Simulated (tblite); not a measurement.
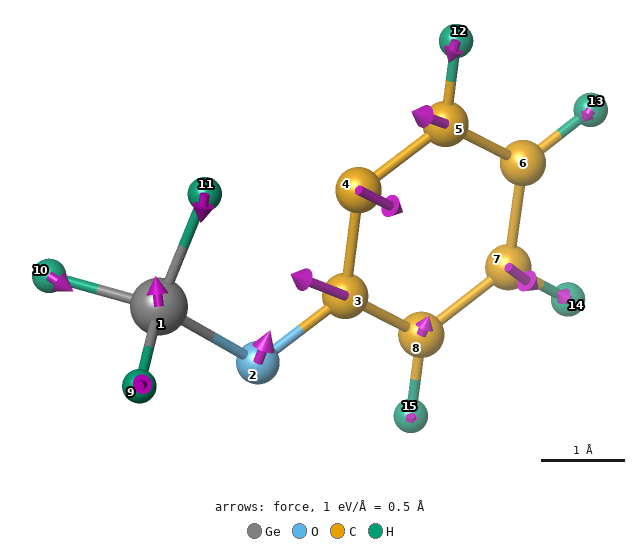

Starting geometry of C6H7GeO (multiplicity 2) with the computed forces as purple arrows. The picture is a ball-and-stick view, seen at a tilt.

Level of theory: GFN2-xTB geometry optimisation, gas phase (tblite 0.8.0). 

Question: What follows when this structure is relaxed?

Answer: It isn't relaxed: the largest force vector, on C3, is 1.95 eV/Å. The final displacements have little in common with the starting forces (cosine between the two patterns 0.16). H10 moves most after the best rigid fit: 1.15 Å. By element the largest moves are H 1.15 Å, C 0.26 Å, O 0.20 Å, Ge 0.17 Å. Among the contacts that change: Ge1–C4 2.999 → 2.817 Å, Ge1–H11 1.571 → 1.497 Å, Ge1–H10 1.563 → 1.497 Å, Ge1–H9 1.540 → 1.493 Å. Among the angles between lasting bonds that change: O2–Ge1–H9 111.5° → 100.5°, H10–Ge1–H11 104.6° → 112.7°, Ge1–O2–C3 117.7° → 113.0°. Groups turn about Ge1–O2 by about 50°. The energy falls by 0.385 eV in 103 geometry steps.
